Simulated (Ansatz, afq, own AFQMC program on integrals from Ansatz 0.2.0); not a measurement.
# GeHO (doublet): AFQMC on the coupled-cluster ladder, cc-pVDZ, part 1 of 2

How near does AFQMC come to the top of the ladder for GeHO (doublet)?

The runs use Ansatz 0.2.0, Gaussian basis, and an in-house AFQMC program (afq) on its integrals; all values are calculated; cc-pVDZ, frozen cores.

Plan: PBE (unrestricted); r2SCAN (unrestricted); PBE0 (unrestricted); B3LYP (unrestricted); wB97M-V (unrestricted); B2PLYP (unrestricted); CCSD(T) on UHF; CCSDT(Q) on UHF; Phaseless AFQMC, CISD trial on UHF; Phaseless AFQMC, single-determinant trial on UHF; Free-projection AFQMC, CISD trial on UHF.

**1. The system**

The geometry is a PBE0/def2-TZVP stationary point (not a proven minimum). No spin-orbit coupling is included. The filled d shell of Ge may be among the frozen orbitals whatever the setting's name suggests; the logs give the count.

3 atoms, charge 0, spin multiplicity 2.

Atoms are counted from 1 here; the program's logs count them from 0.

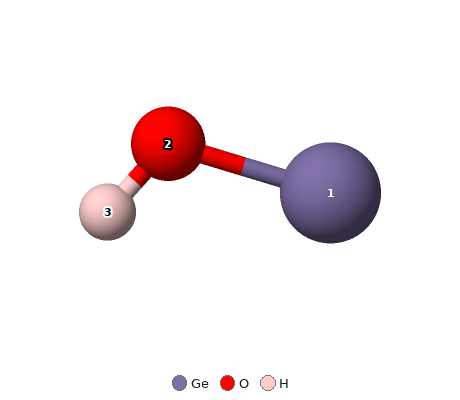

The geometry (germanium purple, oxygen red, hydrogen pink); atoms are numbered from 1 in the order of the file.

**2. PBE (unrestricted)**

File in.yaml:

```yaml
crystal:
  periodic: [false, false, false]
  atoms:
    - {symbol: Ge, position_ang: [0.000000, 0.013397, 0.343250]}
    - {symbol: O, position_ang: [0.000000, -0.107250, -1.438746]}
    - {symbol: H, position_ang: [0.000000, 0.736912, -1.899543]}
basis:
  gaussian: {orbitals: cc-pVDZ}
magnetization: {spin_polarized: true, initial_magnetization: 1}
hamiltonian: {xc: {name: PBE}}
output: {orbitals: {seedname: orbitals}}
```

Run with:

```sh
ansatz run in.yaml --threads 1 --pin off --events-out ev --progress --plain --max-ram 1843MiB
```

The program printed:

```text
Functional definition: PBE
  name "PBE"
  cite "Perdew, Burke & Ernzerhof, Phys. Rev. Lett. 77, 3865 (1996) doi:10.1103/PhysRevLett.77.3865"
  parent pbe
  parameter kappa = 0.804
  parameter beta = 0.06672455060314922
  exchange = pbe_x(kappa = kappa, mu = beta*pi^2/3)
  correlation = pbe_c(beta = beta)
568 factors; their error is unknown
mean field evaluation 1: about -58563.5343 eV, gradient 4.0e1 eV
mean field evaluation 2: about -58466.7035 eV, gradient 1.2e2 eV
mean field evaluation 4: about -58569.1620 eV, gradient 5.6e0 eV
mean field evaluation 8: about -58569.3808 eV, gradient 7.3e-2 eV
mean field evaluation 16: about -58569.3809 eV, gradient 4.2e-5 eV
mean field evaluation 32: about -58569.2928 eV, gradient 2.7e0 eV
mean field -58569.38087393 eV, -2152.3850473646 hartree, gradient 1.4e-5 eV, S^2 0.752719; 4 other end points of the search recorded, 0 dependent functions left out
reference -58569.38089938 eV, -2152.3850483000 hartree; 21, 20 occupied and 25, 26 virtual orbitals, 568 factors
Total energy: -58569.38089938 eV, -2152.3850483000 hartree
```

Wall time 2.2 s (1 thread of Arm Neoverse V2, shared host).

From the report: ⟨S²⟩ of the determinant 0.753 (pure doublet: 0.75).

**3. r2SCAN (unrestricted)**

Edit in.yaml of step 2 so:

```diff
@@ -9,3 +9,2 @@
 magnetization: {spin_polarized: true, initial_magnetization: 1}
-hamiltonian: {xc: {name: PBE}}
-output: {orbitals: {seedname: orbitals}}
+hamiltonian: {xc: {name: r2SCAN}}
```

Launched as before.

The program printed (excerpt; [...] marks lines left out):

```text
Functional definition: r2SCAN
  name "r2SCAN"
  cite "Furness, Kaplan, Ning, Perdew & Sun, J. Phys. Chem. Lett. 11, 8208 (2020) doi:10.1021/acs.jpclett.0c02405"
  cite "Furness, Kaplan, Ning, Perdew & Sun, J. Phys. Chem. Lett. 11, 9248 (2020) doi:10.1021/acs.jpclett.0c03077"
  parent r2scan
[...]
568 factors; their error is unknown
[...]
mean field -58578.68853267 eV, -2152.7270975146 hartree, gradient 7.2e-6 eV, S^2 0.755529; 4 other end points of the search recorded, 0 dependent functions left out
reference -58578.68854149 eV, -2152.7270978386 hartree; 21, 20 occupied and 25, 26 virtual orbitals, 568 factors
Total energy: -58578.68854149 eV, -2152.7270978386 hartree
```

It took 6.5 s on 1 thread of Arm Neoverse V2, shared host.

From the report: ⟨S²⟩ of the determinant 0.756 (pure doublet: 0.75).

**4. PBE0 (unrestricted)**

Edit in.yaml of step 3 so:

```diff
@@ -9,2 +9,3 @@
 magnetization: {spin_polarized: true, initial_magnetization: 1}
-hamiltonian: {xc: {name: r2SCAN}}
+hamiltonian: {xc: {name: PBE0}}
+output: {orbitals: {seedname: orbitals}}
```

The command is unchanged.

The program printed:

```text
Functional definition: PBE0
  name "PBE0"
  cite "Adamo & Barone, J. Chem. Phys. 110, 6158 (1999) doi:10.1063/1.478522"
  cite "Perdew, Burke & Ernzerhof, Phys. Rev. Lett. 77, 3865 (1996) doi:10.1103/PhysRevLett.77.3865"
  parent pbe
  parameter a = 0.25
  parameter kappa = 0.804
  parameter beta = 0.06672455060314922
  exchange = (1 - a)*pbe_x(kappa = kappa, mu = beta*pi^2/3) + a*exact_x
  correlation = pbe_c(beta = beta)
501 factors; integrals over basis functions are off by at most 1.4e-3 eV
mean field evaluation 1: about -58566.3382 eV, gradient 3.4e1 eV
mean field evaluation 2: about -58530.9997 eV, gradient 9.2e1 eV
mean field evaluation 4: about -58570.6577 eV, gradient 1.5e0 eV
mean field evaluation 8: about -58570.7140 eV, gradient 8.1e-2 eV
mean field evaluation 16: about -58570.7141 eV, gradient 1.6e-4 eV
mean field -58570.71408569 eV, -2152.4340419930 hartree, gradient 2.0e-5 eV, S^2 0.754001; 1 other end points of the search recorded, 0 dependent functions left out
reference -58570.71410464 eV, -2152.4340426895 hartree; 21, 20 occupied and 25, 26 virtual orbitals, 501 factors
Total energy: -58570.71410464 eV, -2152.4340426895 hartree
```

Run time: 1.9 s. Hardware: 1 thread of Arm Neoverse V2, shared host.

From the report: ⟨S²⟩ of the determinant 0.754 (pure doublet: 0.75).

**5. B3LYP (unrestricted)**

Edit in.yaml of step 4 so:

```diff
@@ -9,3 +9,2 @@
 magnetization: {spin_polarized: true, initial_magnetization: 1}
-hamiltonian: {xc: {name: PBE0}}
-output: {orbitals: {seedname: orbitals}}
+hamiltonian: {xc: {name: B3LYP}}
```

Launched as before.

The program printed (excerpt; [...] marks lines left out):

```text
Functional definition: B3LYP
  name "B3LYP"
  cite "Stephens, Devlin, Chabalowski & Frisch, J. Phys. Chem. 98, 11623 (1994) doi:10.1021/j100096a001"
  cite "Becke, Phys. Rev. A 38, 3098 (1988) doi:10.1103/PhysRevA.38.3098"
  cite "Lee, Yang & Parr, Phys. Rev. B 37, 785 (1988) doi:10.1103/PhysRevB.37.785"
  cite "Vosko, Wilk & Nusair, Can. J. Phys. 58, 1200 (1980) doi:10.1139/p80-159"
[...]
501 factors; integrals over basis functions are off by at most 1.4e-3 eV
[...]
mean field -58581.34354809 eV, -2152.8246675313 hartree, gradient 2.2e-5 eV, S^2 0.752493; 1 other end points of the search recorded, 0 dependent functions left out
reference -58581.34371247 eV, -2152.8246735722 hartree; 21, 20 occupied and 25, 26 virtual orbitals, 501 factors
Total energy: -58581.34371247 eV, -2152.8246735722 hartree
```

Run time: 1.9 s. Hardware: 1 thread of Arm Neoverse V2, shared host.

From the report: ⟨S²⟩ of the determinant 0.752 (pure doublet: 0.75).

**6. wB97M-V (unrestricted)**

Edit in.yaml of step 5 so:

```diff
@@ -9,2 +9,3 @@
 magnetization: {spin_polarized: true, initial_magnetization: 1}
-hamiltonian: {xc: {name: B3LYP}}
+hamiltonian: {xc: {name: wB97M-V}}
+output: {orbitals: {seedname: orbitals}}
```

Launched as before.

The program printed (excerpt; [...] marks lines left out):

```text
Functional definition: wB97M-V
  name "wB97M-V"
  cite "Mardirossian & Head-Gordon, J. Chem. Phys. 144, 214110 (2016) doi:10.1063/1.4952647"
  cite "Becke, J. Chem. Phys. 107, 8554 (1997) doi:10.1063/1.475007"
  cite "Vydrov & Van Voorhis, J. Chem. Phys. 133, 244103 (2010) doi:10.1063/1.3521275"
  # Of w^i u^j: cxij and so on, Table III.
[...]
  gx(w, u) = 1 - cx + cx01*u + cx10*w
  gss(w, u) = css00 + css04*u^4 + css10*w + css20*w^2 + css43*w^4*u^3
  gos(w, u) = cos00 + cos10*w + (cos20 + cos21*u)*w^2 + (cos60 + cos61*u)*w^6
[...]
      + integral(e_c_pw_mod_opposite_spin*gos(b97_w_opposite, b97_u_opposite)) + vv10(b, c)
501 factors; integrals over basis functions are off by at most 1.4e-3 eV
127 factors; integrals over basis functions are off by at most 3.9e-6 eV
[...]
mean field -58576.39601930 eV, -2152.6428492022 hartree, gradient 1.0e-5 eV, S^2 0.752630; 1 other end points of the search recorded, 0 dependent functions left out
reference -58576.39604706 eV, -2152.6428502220 hartree; 21, 20 occupied and 25, 26 virtual orbitals, 501 factors
Total energy: -58576.39604706 eV, -2152.6428502220 hartree
```

It took 9.5 s on 1 thread of Arm Neoverse V2, shared host.

From the report: ⟨S²⟩ of the determinant 0.753 (pure doublet: 0.75).

**7. B2PLYP (unrestricted)**

Edit in.yaml of step 6 so:

```diff
@@ -9,3 +9,3 @@
 magnetization: {spin_polarized: true, initial_magnetization: 1}
-hamiltonian: {xc: {name: wB97M-V}}
-output: {orbitals: {seedname: orbitals}}
+hamiltonian: {xc: {name: B2PLYP}}
+correlation: {electrons: outside_noble_gas}
```

The command is unchanged.

The program printed (excerpt; [...] marks lines left out):

```text
Functional definition: B2PLYP
  name "B2PLYP"
  cite "Grimme, J. Chem. Phys. 124, 034108 (2006) doi:10.1063/1.2148954"
  cite "Becke, Phys. Rev. A 38, 3098 (1988) doi:10.1103/PhysRevA.38.3098"
  cite "Lee, Yang & Parr, Phys. Rev. B 37, 785 (1988) doi:10.1103/PhysRevB.37.785"
[...]
501 factors; integrals over basis functions are off by at most 1.4e-3 eV
[...]
mean field -58564.73808312 eV, -2152.2144279493 hartree, gradient 4.0e-6 eV, S^2 0.755348; 2 other end points of the search recorded, 0 dependent functions left out
15 core orbitals not correlated: weight in the atoms' cores, before any rotation towards them, 0.992 or more for the frozen orbitals, at most 0.010 for the correlated occupied ones
reference -58564.73818620 eV, -2152.2144317376 hartree; 6, 5 occupied and 25, 26 virtual orbitals, 501 factors
second order -8.55050321 eV of doubles, -0.00000000 eV of singles
Total energy: -58567.04682207 eV, -2152.2992725408 hartree
```

Wall time 2 s (1 thread of Arm Neoverse V2, shared host).

From the report: ⟨S²⟩ of the determinant 0.755 (pure doublet: 0.75).

**8. CCSD(T) on UHF**

Edit in.yaml of step 7 so:

```diff
@@ -9,3 +9,2 @@
 magnetization: {spin_polarized: true, initial_magnetization: 1}
-hamiltonian: {xc: {name: B2PLYP}}
-correlation: {electrons: outside_noble_gas}
+correlation: {method: ccsd_t, electrons: outside_noble_gas, hamiltonian_folder: ham}
```

Same command.

The program printed (excerpt; [...] marks lines left out):

```text
Functional definition: HF
  name "HF"
  cite "Fock, Z. Phys. 61, 126 (1930) doi:10.1007/BF01340294"
  parent pbe
[...]
501 factors; integrals over basis functions are off by at most 1.4e-3 eV
[...]
mean field -58525.52653662 eV, -2150.7734301940 hartree, gradient 5.3e-6 eV, S^2 0.764048; 6 other end points of the search recorded, 0 dependent functions left out
determinant -58525.52653662 eV, -2150.7734301940 hartree, with singles and doubles -58532.79916834 eV, -2151.0406944802 hartree
determinant -58525.19521554 eV, -2150.7612543690 hartree, with singles and doubles -58532.40600576 eV, -2151.0262460218 hartree
determinant -58525.52653662 eV, -2150.7734301940 hartree, with singles and doubles -58532.79935957 eV, -2151.0407015077 hartree
determinant -58525.19521554 eV, -2150.7612543690 hartree, with singles and doubles -58532.40625919 eV, -2151.0262553353 hartree
15 core orbitals not correlated: weight in the atoms' cores, before any rotation towards them, 0.994 or more for the frozen orbitals, at most 0.008 for the correlated occupied ones
reference -58525.52653662 eV, -2150.7734301940 hartree; 6, 5 occupied and 25, 26 virtual orbitals, 501 factors
second order -6.83097864 eV of doubles, -0.00000000 eV of singles
cycle   1  -7.27281969 eV  change    3.3e-6 eV  update   2.9e-6
perturbative correction -0.19154083 eV, -0.0070389957 hartree
Total energy: -58532.99089714 eV, -2151.0477403836 hartree
```

Run time: 3.4 s. Hardware: 1 thread of Arm Neoverse V2, shared host.

From the report: ⟨S²⟩ of the determinant 0.764 (pure doublet: 0.75); correlation -7.4644 eV; T1 0.023; largest double amplitude 0.07.

This run also writes the integrals to the folder ham.

(Continued in part 2 of 2.)
